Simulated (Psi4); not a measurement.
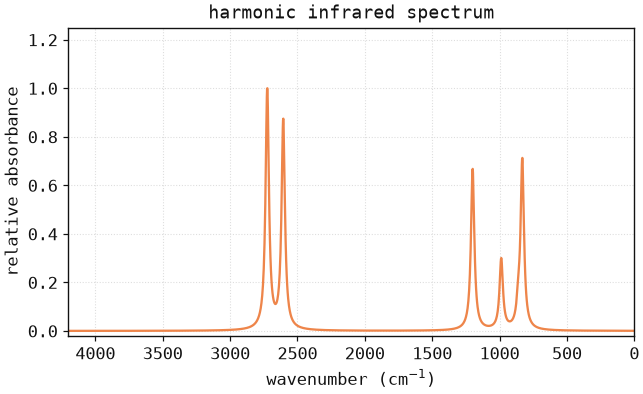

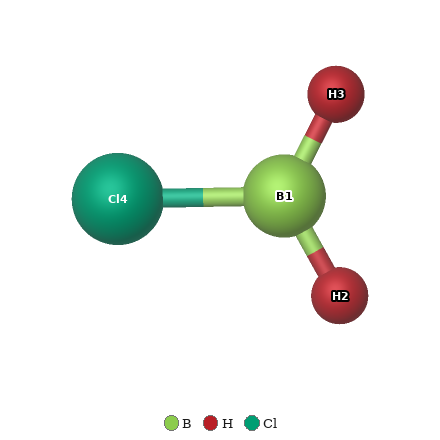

Infrared spectrum of BH₂Cl, SMILES [H]B([H])Cl. Unscaled harmonic wavenumbers and double-harmonic intensities, r2SCAN/cc-pVDZ with Psi4 1.11, at a geometry relaxed at this level, isolated molecule. Lorentzian lines of 30 cm⁻¹ full width. Close modes add up in the curve.

> Which lines are the most intense?

2724.4 cm⁻¹ (119.8 km/mol), 2605.7 cm⁻¹ (104.2 km/mol) and 831.4 cm⁻¹ (84.0 km/mol).

> List the modes.

```csv
cm⁻¹,km/mol
831.4,84.0
860.7,9.8
987.7,35.1
1199.9,80.6
2605.7,104.2
2724.4,119.8
```

Known limits of this run: double-zeta basis.
